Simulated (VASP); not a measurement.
Band structure of CdMg3Te4 (ordered alloy cell). Level of theory: PBEsol GGA, VASP's PBE PAW potentials (set 64) (plane waves; VASP).

Unless said otherwise, spin-orbit coupling is left out, though it shifts the bands of the heavy elements here.

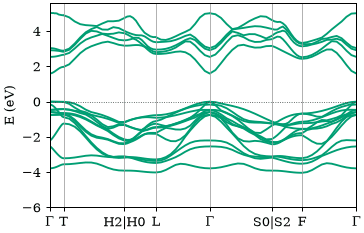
Fig. 1. Bands along high-symmetry lines, zero at the valence-band maximum or, without a gap, the Fermi level

Read the plot: is there a gap, and where are the band edges?

The gap is direct, 1.60 eV, from the valence maximum at Γ to the conduction minimum at Γ. (Edges off the drawn lines would not show.)

The structure was generated: CdMg3Te4 was put into an ordered model structure (R3m), which need not be its known phase. It was relaxed first.
